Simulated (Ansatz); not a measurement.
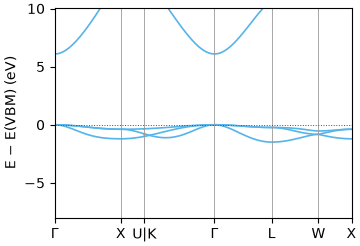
Figure. Band structure from the program Ansatz at the PBE level (PAW)

### Question
Read off the gap and where the band edges lie.

### Answer
About 6.1 eV (6.09 eV by a search for the band edges); maximum at Γ, minimum at Γ.

The material is NaF (rock salt, Fm-3m).

The cell was relaxed with PBE under the symmetry of its start.

Potentials: the later of the program's two PAW sets.
